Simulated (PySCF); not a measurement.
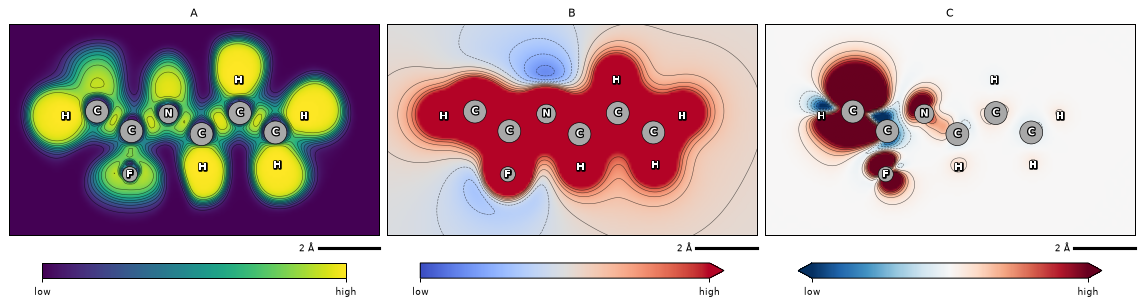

C$_{5}$H$_{5}$FN (doublet): 3 fields on the molecular plane, with unlabelled colour scales. Grey discs cover the atomic cores.

Geometry: GFN2-xTB.

The calculation used UKS B3LYP, pcH-1 on C F H N, non-relativistic, mean-field spin-orbit, GIAO in PySCF 2.14.0, density-fitted response routines.

**Which field does each panel show? The fields are: electron localisation function, electrostatic potential and spin density.**

Panel A: electron localisation function. Panel B: electrostatic potential (strongly positive close to the atoms, with negative regions outside electron-rich atoms). Panel C: spin density (confined to the atoms that carry the unpaired spin). From the grid: C–N (1.28 Å): the ELF peaks at about 0.90 between the atoms; localised, covalent bonding. C–C (1.30 Å): the ELF peaks at about 0.90 between the atoms (a short, multiple covalent bond).
